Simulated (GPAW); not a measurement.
# 1T-VClI monolayer in an electric field, part 2 of 2

Aim: the dipole that a field along the normal induces in 1T-VClI monolayer.

GPAW 26.7.0; GPAW, PAW setups; layer in a repeated cell with vacuum, relaxation of atoms and in-plane cell (the session's first sound run).

So far. Step 9 (In a field): The dipole is now 0.0250 e Å, against -0.041 in the run without a field.

**10. In a field**

Level of this step: GPAW, PAW setups; slab in vacuum (GPAW).

run.py

```python
import json
import numpy as np
from ase import Atoms
from gpaw import GPAW, PW
from gpaw.external import ConstantElectricField

slab = Atoms(
    ['I', 'V', 'Cl'],
    positions=[
        [1.94992, 1.12578, 9.00000],
        [0.00000, 0.00000, 10.68191],
        [-0.00000, 2.25158, 11.90836]],
    cell=[[3.89984, -0.0, 0.0], [-1.94992, 3.37736, 0.0], [0.0, 0.0, 20.9084]],
    pbc=[True, True, False],
    magmoms=[0.0, 1.0, 0.0])

slab.calc = GPAW(mode=PW(400), xc='PBE', kpts={'size': (9, 9, 1), 'gamma': True},
                 occupations={'name': 'fermi-dirac', 'width': 0.05}, nbands='160%',
                 convergence={'density': 1e-05}, maxiter=200,
                 poissonsolver={'dipolelayer': 'xy'},
                 external=ConstantElectricField(0.3, [0, 0, 1]),
                 symmetry={'tolerance': 1e-3}, txt='slab.txt')
result = {}
energy = slab.get_potential_energy()
fermi = slab.calc.get_fermi_level()
v = slab.calc.get_electrostatic_potential().mean((0, 1)) - fermi
n = slab.calc.get_pseudo_density().mean((0, 1))
L = slab.cell[2, 2]
z = np.arange(len(v)) * L / len(v)
low, high = slab.positions[:, 2].min(), slab.positions[:, 2].max()
below, above = np.interp([low - 6.8, high + 6.8], z, v)
slopes = [np.interp(x, z, np.gradient(v, z)) for x in (low - 6.8, high + 6.8)]
eps = np.array([[slab.calc.get_eigenvalues(k, s) for k in range(len(slab.calc.get_ibz_k_points()))]
                for s in range(slab.calc.get_number_of_spins())]) - fermi
top, bottom = eps[eps < 0].max(), eps[eps > 0].min()
dipole = slab.get_dipole_moment()[2]
print(f'energy {energy:.4f} eV, Fermi level {fermi:.4f} eV, dipole {dipole:.5f} e A')
print(f'potential 6.8 A off the faces, from the Fermi level: lower {below:.4f} eV, upper {above:.4f} eV')
print(f'slope of the potential there: lower {slopes[0]:.5f}, upper {slopes[1]:.5f} eV/A')
print(f'nearest levels on the mesh: {top:.4f} and {bottom:.4f} eV')
print('magnetic moment', round(slab.get_magnetic_moment(), 3))
result.update(energy=energy, fermi=fermi, dipole=dipole, below=below, above=above, slopes=slopes, edges=[top, bottom],
              z=z.tolist(), v=v.tolist(), n=n.tolist(), positions=slab.positions.tolist(),
              forces=slab.get_forces(apply_constraint=False).tolist(), moments=slab.get_magnetic_moments().tolist())
json.dump(result, open('result.json', 'w'))
```

Started as:

```console
$ OMP_NUM_THREADS=1 OPENBLAS_NUM_THREADS=1 python run.py
```

The program printed:

```text
energy -14.0739 eV, Fermi level -1.2386 eV, dipole 0.05833 e A
potential 6.8 A off the faces, from the Fermi level: lower 4.4523 eV, upper 3.6511 eV
slope of the potential there: lower -0.00005, upper 0.00002 eV/A
nearest levels on the mesh: -0.5920 and 0.5588 eV
magnetic moment 3.0
```

Wall time 3 min (1 thread of AMD EPYC 7B13 (Zen 3), shared host); peak memory 0.4 GiB.

Table of electrostatic potential energy of an electron (without an applied field's), less the Fermi level, planar mean by z:

```tsv
z (Å)	electrostatic potential energy of an electron (without an applied field's), less the Fermi level, planar mean (eV)
0	4.05
2	4.45
4	4.45
6	4.44
8	1.27
10	-4.10
12	-12.4
14	3.62
16	3.65
18	3.65
20	3.65
```

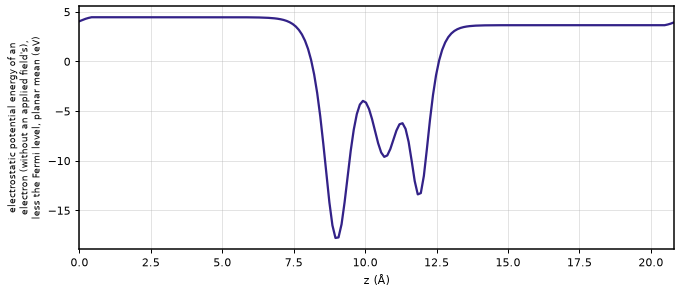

Electrostatic potential energy of an electron (without an applied field's), less the Fermi level, planar mean against z.

The dipole is now 0.0583 e Å, against -0.041 in the run without a field.

**11. The series**

The members are put on one axis.

This step: induced dipole against applied field (GPAW 26.7.0).

Table of dipole along the normal by field:

```tsv
field (V/Å)	dipole along the normal (e·Å)
-0.200	-0.108
-0.100	-0.0747
-0.050	-0.0581
0.000	-0.0415
0.050	-0.0249
0.100	-0.00831
0.200	0.0250
0.300	0.0583
```

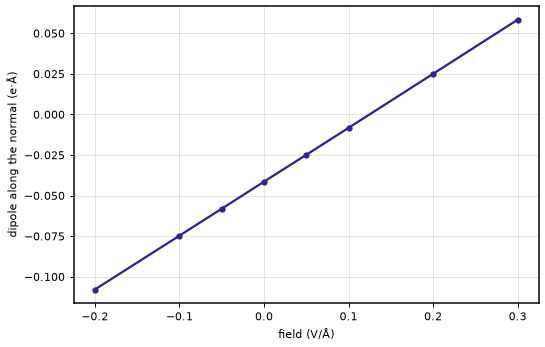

Dipole along the normal, plotted against field.

**12. A changed run**

One more run, with changed settings.

This step: GPAW, PAW setups; slab in vacuum (GPAW 26.7.0).

run.py, as its differences from that of step 10:

```diff
@@ -4,3 +4,2 @@
 from gpaw import GPAW, PW
-from gpaw.external import ConstantElectricField
 
@@ -16,7 +15,6 @@
 
-slab.calc = GPAW(mode=PW(400), xc='PBE', kpts={'size': (9, 9, 1), 'gamma': True},
+slab.calc = GPAW(mode=PW(400), xc='pbe96', kpts={'size': (9, 9, 1), 'gamma': True},
                  occupations={'name': 'fermi-dirac', 'width': 0.05}, nbands='160%',
-                 convergence={'density': 1e-05}, maxiter=200,
+                 convergence={'density': 1e-05}, maxiter=100,
                  poissonsolver={'dipolelayer': 'xy'},
-                 external=ConstantElectricField(0.3, [0, 0, 1]),
                  symmetry={'tolerance': 1e-3}, txt='slab.txt')
```

The program printed:

```text
NameError: Unknown functional: pbe96.
```

It took 0.8 s on 1 thread; peak memory 0.1 GiB.

The program refused the input before any cycle.

The program's message: “NameError: Unknown functional: pbe96.”

The change that led to it: xc = "pbe96".

**13. Outcome**

```json
{"work function, upper and lower face (Fermi level placed in the gap by the smearing)": "4.256 and 3.685 eV", "ionisation energy from the upper face (highest filled level on the mesh)": "4.85 eV", "electron affinity from the upper face (lowest empty Kohn-Sham level on the mesh)": "3.69 eV", "dipole along the normal": "-0.0415 e Å", "induced dipole per field": "0.332 e Å per V/Å", "out-of-plane polarisability per area, α/(ε0 A)": "4.57 Å"}
```

In words: The field induces 0.332 e Å per V/Å, a polarisable thickness α/(ε0 A) of 4.57 Å beside 2.91 Å between the outermost nuclei. A perfect conductor would give the distance between its two image planes; a dielectric of thickness t gives t(1 - 1/ε). The two faces differ by 0.57 eV, the step that the slab's dipole makes (e p/(ε0 A) gives 0.57 eV), so the dipole layer is needed. The levels nearest the Fermi level on the mesh lie 1.16 eV apart, so the slab is gapped there: the smearing puts the Fermi level inside the gap, and from either face the ionisation energy is the work function plus 0.59 eV. Both are Kohn-Sham levels on the mesh, and semilocal gaps are too small, so the affinity tends to come out too large and the ionisation energy too small. The induced dipole is linear in the field over this range. The starting lattice was a guess from atomic radii; the relaxation moved it by 3 %. With elements this heavy, spin-orbit coupling can move band edges by tenths of an eV. The relaxation of atoms and cell ran in a fully periodic cell without the dipole layer, so the atoms of this polar layer felt a small spurious field. One magnetic start was tried; another order may lie lower. The layer's cell and atoms come from the relaxation; spin-orbit coupling and temperature are left out.

[Logs are printed without paths, hosts, clocks, repeated set-up lines and the standing remarks that a program may print on its own settings, such as how far it seeks lower states.]

[Hosts, paths, dates, database ids (printed as entryN), source tags and the programs' standing remarks are cut or masked in the printed files.]
